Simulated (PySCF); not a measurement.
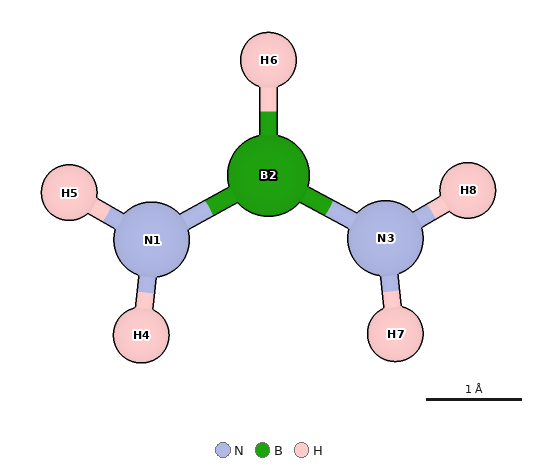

Figure 1. The structure as given in the input (ball-and-stick view, seen on its broad side; atoms are numbered from 1 in the order of the input).

## What a change does: excited-state calculation on BN2H5

System: BN2H5 (diaminoborane), SMILES NBN.
Method of run 1: TDDFT PBE0/def2-SVP, vertical, gas phase, core orbitals frozen in the response (PySCF 2.14.0).

The geometry comes from this level: PBE0-D3(BJ)/def2-SVP. Text and figures count atoms from 1; the logs count them from 0 in places.

The input, run 1:
```
{"job": {"kind": "uv", "xc": "PBE0", "basis": "def2-SVP"}, "charge": 0, "multiplicity": 1}
N      1.249738    -0.263328     0.031466
B      0.032101     0.435492     0.177733
N     -1.221468    -0.110755    -0.172574
H      1.331796    -1.204435    -0.328106
H      2.133299     0.148750     0.289309
H      0.064820     1.562523     0.626423
H     -1.354089    -1.039966    -0.547645
H     -2.079846     0.404887    -0.053956
```

The first line tells a small driver script what to run in PySCF; the rest is the geometry in Å.

Launched with:
```bash
OMP_NUM_THREADS=1 python <driver script> task.json out
```

Hardware: 1 CPU thread, shared host.

Output (run 1):
```
coarse grid: 6312 points
cycle   1  E = -137.1150852078  dE =  1.601e-01  |g| = 4.711e-01  |ddm| = 2.666e+00
cycle   2  E = -137.1016034315  dE =  1.348e-02  |g| = 5.458e-01  |ddm| = 7.959e-01
cycle   3  E = -137.1669845232  dE = -6.538e-02  |g| = 4.188e-02  |ddm| = 4.143e-01
cycle   4  E = -137.1674062005  dE = -4.217e-04  |g| = 1.200e-02  |ddm| = 4.741e-02
cycle   5  E = -137.1674442859  dE = -3.809e-05  |g| = 1.156e-03  |ddm| = 1.291e-02
cycle   6  E = -137.1674447010  dE = -4.151e-07  |g| = 2.069e-04  |ddm| = 1.537e-03
final grid: 60056 points
cycle   7  E = -137.1769054762  dE = -9.704e-06  |g| = 7.305e-03  |ddm| = 1.384e-02
cycle   8  E = -137.1768989498  dE =  6.526e-06  |g| = 9.276e-03  |ddm| = 1.147e-02
cycle   9  E = -137.1769172010  dE = -1.825e-05  |g| = 3.348e-04  |ddm| = 6.253e-03
cycle  10  E = -137.1769172340  dE = -3.306e-08  |g| = 7.212e-05  |ddm| = 4.375e-04
cycle  11  E = -137.1769172353  dE = -1.234e-09  |g| = 1.451e-05  |ddm| = 6.632e-05
cycle  12  E = -137.1769172353  dE = -2.763e-11  |g| = 9.985e-06  |ddm| = 1.678e-05
converged SCF energy = -137.1769172353

Static polarisability (au): isotropic 26.525, principal 17.044 28.488 34.044

Singlet excitations
state   eV       nm        f      main configurations
  1   7.0543    175.8   0.00000   H->L 0.98
  2   7.7697    159.6   0.02242   H->L+2 0.95
  3   8.2185    150.9   0.00004   H->L+3 0.97
  4   8.4127    147.4   0.25874   H->L+1 0.97
  5   9.1655    135.3   0.01122   H-1->L 0.59, H->L+4 0.30
  6   9.2275    134.4   0.01302   H->L+4 0.55, H-1->L 0.35, H-1->L+3 0.08
  7   9.7020    127.8   0.03413   H-2->L+1 0.96
  8   9.7919    126.6   0.01103   H-2->L 0.87, H-1->L+1 0.11
  9   9.8623    125.7   0.00001   H-1->L+2 0.97
 10  10.1371    122.3   0.14263   H-1->L+1 0.87, H-2->L 0.11

Triplet excitations (Tamm-Dancoff, eV): 6.4986 6.6473 7.2862 7.9621
```

The input of run 2 differs as follows (lines with − go, lines with + come):
```diff
-"basis": "def2-SVP"
+"basis": "6-31G*"
```

What does this change do to the results?

The total energy of run 2 is 53.7 kcal/mol lower, which measures the change of basis and not a stability. The HOMO goes from −6.59 to −6.42 eV. The LUMO goes from 2.02 to 2.77 eV. The dipole moment goes from 1.56 to 1.52 D. The lowest excitation goes from 7.05 to 7.62 eV. The strongest computed line goes from 8.41 to 8.45 eV. The number of SCF iterations is the same. The basis functions go from 67 to 52.

Output (run 2):
```
coarse grid: 6312 points
cycle   1  E = -137.2305699339  dE =  1.858e-01  |g| = 4.935e-01  |ddm| = 2.399e+00
cycle   2  E = -137.2189722616  dE =  1.160e-02  |g| = 5.571e-01  |ddm| = 7.859e-01
cycle   3  E = -137.2874057211  dE = -6.843e-02  |g| = 4.665e-02  |ddm| = 4.139e-01
cycle   4  E = -137.2879244812  dE = -5.188e-04  |g| = 1.133e-02  |ddm| = 4.509e-02
cycle   5  E = -137.2879589488  dE = -3.447e-05  |g| = 1.045e-03  |ddm| = 1.066e-02
cycle   6  E = -137.2879592895  dE = -3.406e-07  |g| = 1.820e-04  |ddm| = 1.377e-03
final grid: 60056 points
cycle   7  E = -137.2625085524  dE = -9.365e-06  |g| = 7.621e-03  |ddm| = 1.261e-02
cycle   8  E = -137.2625018599  dE =  6.692e-06  |g| = 9.616e-03  |ddm| = 1.201e-02
cycle   9  E = -137.2625215373  dE = -1.968e-05  |g| = 3.704e-04  |ddm| = 6.295e-03
cycle  10  E = -137.2625215774  dE = -4.009e-08  |g| = 8.395e-05  |ddm| = 4.095e-04
cycle  11  E = -137.2625215790  dE = -1.597e-09  |g| = 1.432e-05  |ddm| = 6.323e-05
cycle  12  E = -137.2625215790  dE = -2.575e-11  |g| = 1.030e-05  |ddm| = 1.668e-05
converged SCF energy = -137.2625215790

Static polarisability (au): isotropic 24.926, principal 13.980 27.540 33.259

Singlet excitations
state   eV       nm        f      main configurations
  1   7.6218    162.7   0.00001   H->L+1 0.96
  2   8.3195    149.0   0.01542   H->L+2 0.94
  3   8.4456    146.8   0.27980   H->L 0.96
  4   8.6705    143.0   0.00005   H->L+3 0.97
  5   9.6308    128.7   0.00767   H->L+4 0.64, H-1->L+1 0.15, H-1->L+3 0.13
  6   9.7279    127.5   0.00112   H-1->L+1 0.73, H-2->L 0.09
  7   9.8830    125.5   0.02936   H-2->L 0.82, H->L+4 0.11
  8  10.1522    122.1   0.04688   H-1->L 0.85, H-2->L+1 0.12
  9  10.3883    119.3   0.00000   H-1->L+2 0.98
 10  10.5328    117.7   0.08558   H-2->L+1 0.85, H-1->L 0.11

Triplet excitations (Tamm-Dancoff, eV): 6.5733 7.0866 7.6997 8.0949
```

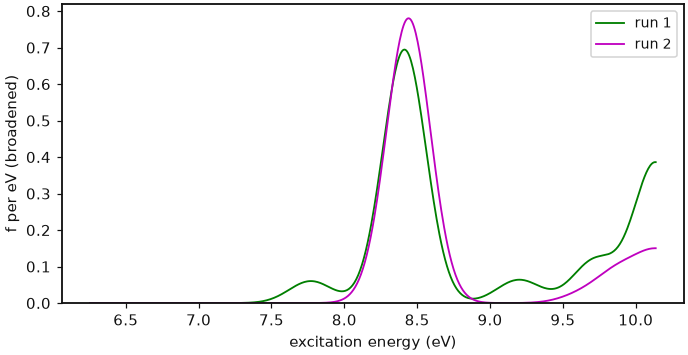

Figure 2. Absorption of the two runs from their computed states, each broadened by a Gaussian of 0.35 eV full width; the range ends where the shorter list of states ends.

The two runs side by side:

| quantity | run 1 | run 2 |
| --- | --- | --- |
| outcome | converged | converged |
| total energy (hartree) | −137.176917 | −137.262522 |
| HOMO (eV) | −6.59 | −6.42 |
| LUMO (eV) | 2.02 | 2.77 |
| dipole moment (D) | 1.56 | 1.52 |
| lowest excitation (eV) | 7.05 | 7.62 |
| SCF iterations | 12 | 12 |
| strongest computed line (eV) | 8.41 | 8.45 |
| basis functions | 67 | 52 |
| wall time (shared host) | 2.7 s | 2.1 s |
